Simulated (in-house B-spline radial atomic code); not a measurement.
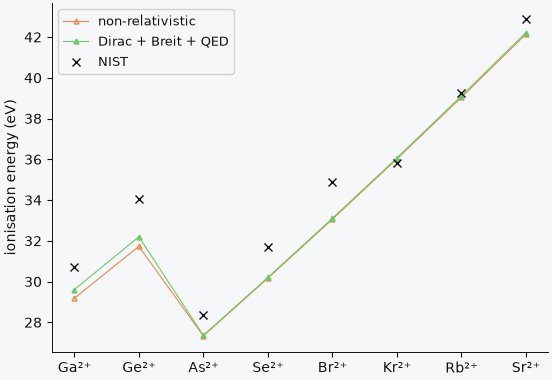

Figure. Ionisation energies with and without relativity, with NIST's values as crosses. The figure is for Ga²⁺, Ge²⁺, As²⁺, Se²⁺, Br²⁺, Kr²⁺, Rb²⁺ and Sr²⁺. Computed with a B-spline radial atomic code: Hartree–Fock ΔSCF. Open p, d and f shells are averaged over both j, so the values don't run from ground level to ground level.

Describe what the figure shows.

With relativity the highest value is 42.22 eV (Sr²⁺) and the lowest 27.36 eV (As²⁺). Relativity matters most for Ge²⁺ ([Ar] 3d10 4s2 → [Ar] 3d10 4s1), where it raises the value from 31.73 eV to 32.19 eV (NIST 34.06 eV, measured).
